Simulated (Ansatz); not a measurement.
**B$_{2}$Cl$_{2}$: one change and its effect**

System: B$_{2}$Cl$_{2}$, multiplicity 3.
Method of run 1: UKS r2SCAN-D4/def2-TZVP (Ansatz 0.2.0).

The geometry: r2SCAN-D4/def2-TZVP start. Text and figures count atoms from 1; the logs count them from 0 in places.

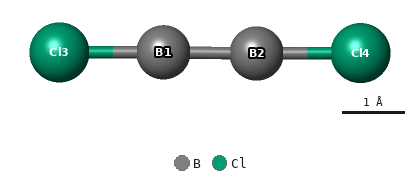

**Figure 1.** The input geometry (ball-and-stick view, seen on its broad side; atoms are numbered from 1 in the order of the input). Bond lengths as drawn: B–B 1.51 Å and B–Cl 1.68 Å.

## The input, run 1
```yaml
crystal:
  periodic: [false, false, false]
  atoms:
    - {symbol: B, position_ang: [-0.430452, -0.615622, -0.056039]}
    - {symbol: B, position_ang: [0.433181, 0.613970, 0.053560]}
    - {symbol: Cl, position_ang: [-1.377034, -2.000179, -0.167492]}
    - {symbol: Cl, position_ang: [1.374316, 2.001831, 0.169971]}
basis:
  gaussian: {orbitals: def2-TZVP}
magnetization: {spin_polarized: true, initial_magnetization: 2}
hamiltonian: {xc: r2scan, dispersion: d4}
scf: {lower_state_search: "off"}
output: {orbitals: {seedname: orbitals}}
relax: {f_tol: 0.02, max_steps: 100}
```

Command:
```bash
ansatz run in.yaml --threads 2 --pin off --events-out ev --progress --plain --max-ram 4352MiB
```

Hardware: 2 threads of AMD EPYC, 54 GiB of memory available, shared host.

## Output (run 1)
```
Functional definition: r2SCAN
  parameter k0 = 0.174
  parameter k1 = 0.065
  parameter a1 = 4.9479
  exchange = r2scan_x(k0 = k0, k1 = k1, a1 = a1)
  correlation = r2scan_c
these checks for a lower state are left out or cut short: stability, starts, cluster_reference, orbital_swaps, neighbouring_geometries, increment
850 factors; their error is unknown
mean field evaluation 1: about -26389.8341 eV, gradient 3.0e1 eV
mean field evaluation 2: about -26381.3165 eV, gradient 4.7e1 eV
mean field evaluation 4: about -26395.7012 eV, gradient 1.2e0 eV
mean field evaluation 8: about -26395.7026 eV, gradient 9.0e-2 eV
mean field evaluation 16: about -26395.7026 eV, gradient 1.2e-4 eV
mean field -26395.70262676 eV, -970.0241798836 hartree, gradient 9.0e-6 eV, S^2 2.009289; 0 other end points of the search recorded, 0 dependent functions left out
the calculation of the forces begins
reference -26395.70263967 eV, -970.0241803580 hartree; 23, 21 occupied and 113, 115 virtual orbitals, 850 factors
relax step   1: F+E_penalty+E_count = -26395.72673440 eV  Δ(F+E_penalty+E_count) = +0.000e0 eV  max|allowed force component| = 4.077e-1 eV/Å  Δτ_max = 0.0000 Å  (15 SCF iters, accepted)
these checks for a lower state are left out or cut short: stability, starts, cluster_reference, orbital_swaps, neighbouring_geometries, increment
850 factors; their error is unknown
mean field -26395.70484863 eV, -970.0242615357 hartree, gradient 4.3e-6 eV, S^2 2.009257; 0 other end points of the search recorded, 0 dependent functions left out
the calculation of the forces begins
reference -26395.70486152 eV, -970.0242620096 hartree; 23, 21 occupied and 113, 115 virtual orbitals, 850 factors
relax step   2: F+E_penalty+E_count = -26395.72896116 eV  Δ(F+E_penalty+E_count) = -2.227e-3 eV  max|allowed force component| = 1.425e-1 eV/Å  Δτ_max = 0.0035 Å  (22 SCF iters, accepted)
these checks for a lower state are left out or cut short: stability, starts, cluster_reference, orbital_swaps, neighbouring_geometries, increment
850 factors; their error is unknown
mean field evaluation 32: about -26395.7054 eV, gradient 1.2e-6 eV
mean field -26395.70540160 eV, -970.0242818571 hartree, gradient 4.3e-6 eV, S^2 2.009292; 0 other end points of the search recorded, 0 dependent functions left out
the calculation of the forces begins
reference -26395.70541449 eV, -970.0242823309 hartree; 23, 21 occupied and 113, 115 virtual orbitals, 850 factors
relax step   3: F+E_penalty+E_count = -26395.72950034 eV  Δ(F+E_penalty+E_count) = -5.392e-4 eV  max|allowed force component| = 8.360e-3 eV/Å  Δτ_max = 0.0030 Å  (22 SCF iters, accepted)
Total energy: -26395.72951323 eV, -970.0251679433 hartree
Atom 0 at    -0.427884    -0.612275    -0.054513 Å, force     0.007061    -0.007255     0.004153 eV/Å
Atom 1 at     0.428857     0.611686     0.053634 Å, force    -0.008360     0.008100    -0.002947 eV/Å
Atom 2 at    -1.377964    -2.002684    -0.168604 Å, force    -0.003151    -0.000135    -0.001871 eV/Å
Atom 3 at     1.377002     2.003273     0.169483 Å, force     0.004450    -0.000709     0.000665 eV/Å
Dipole moment:    -0.000026     0.000003     0.000017 e Å
Checks for a lower state left out: stability, starts, cluster_reference, orbital_swaps, neighbouring_geometries, increment
```

Run 2 used a changed input.

## The two runs side by side

| quantity | run 1 | run 2 |
| --- | --- | --- |
| outcome | converged | converged |
| total energy (hartree) | −970.025168 | −969.840105 |
| HOMO (eV) | −5.40 | −5.82 |
| LUMO (eV) | −3.28 | −7.16 |
| dipole moment (D) | 0.00 | 0.78 |
| ⟨S²⟩ | 2.009 | 6.010 |
| largest force (eV/Å) | 0.012 | 0.005 |
| basis functions | 136 | 136 |
| wall time (shared host) | 3.3 s | 48 s |

Which change of the input explains these differences?

The change (lines with − go, lines with + come):
```diff
-magnetization: {spin_polarized: true, initial_magnetization: 2}
+magnetization: {spin_polarized: true, initial_magnetization: 4}
```

With the same method and basis, run 2 lies 116.1 kcal/mol higher. The HOMO goes from −5.40 to −5.82 eV. The LUMO goes from −3.28 to −7.16 eV. The dipole moment goes from 0.00 to 0.78 D. On the same kind of shared host run 2 took about 15 times as long.

## Output, shortened to warnings, some set-up lines, iterations and results (run 2)
```
[...]
mean field evaluation 1: about -26376.2982 eV, gradient 4.1e1 eV
mean field evaluation 2: about -26340.5432 eV, gradient 7.8e1 eV
mean field evaluation 4: about -26386.1666 eV, gradient 9.6e0 eV
mean field evaluation 8: about -26386.7900 eV, gradient 5.1e0 eV
mean field evaluation 16: about -26386.9836 eV, gradient 1.2e-2 eV
[... 14 lines ...]
relax step  10: F+E_penalty+E_count = -26390.68255062 eV  Δ(F+E_penalty+E_count) = -4.400e-2 eV  max|allowed force component| = 3.796e-1 eV/Å  Δτ_max = 0.1613 Å  (175 SCF …
relax step  11: F+E_penalty+E_count = -26390.69323182 eV  Δ(F+E_penalty+E_count) = -1.068e-2 eV  max|allowed force component| = 3.931e-2 eV/Å  Δτ_max = 0.1130 Å  (44 SCF …
mean field evaluation 192: about -26390.6714 eV, gradient 1.7e-5 eV
relax step  12: F+E_penalty+E_count = -26390.69357126 eV  Δ(F+E_penalty+E_count) = -3.394e-4 eV  max|allowed force component| = 2.989e-2 eV/Å  Δτ_max = 0.0361 Å  (53 SCF …
relax step  13: F+E_penalty+E_count = -26390.69367657 eV  Δ(F+E_penalty+E_count) = -1.053e-4 eV  max|allowed force component| = 4.624e-3 eV/Å  Δτ_max = 0.0195 Å  (52 SCF …
Total energy: -26390.69369138 eV, -969.8401049035 hartree
Atom 0 at    -0.176693    -1.053373    -0.050306 Å, force    -0.000447     0.004552     0.000229 eV/Å
Atom 1 at     1.257946    -0.558814     0.069282 Å, force    -0.002493    -0.004624    -0.000394 eV/Å
Atom 2 at    -1.771770    -1.585870    -0.182633 Å, force     0.003891     0.000317     0.000241 eV/Å
Atom 3 at     0.690528     3.198058     0.163657 Å, force    -0.000952    -0.000244    -0.000076 eV/Å
Dipole moment:    -0.159052    -0.024875    -0.012191 e Å
Checks for a lower state left out: stability, starts, cluster_reference, orbital_swaps, neighbouring_geometries, increment
```
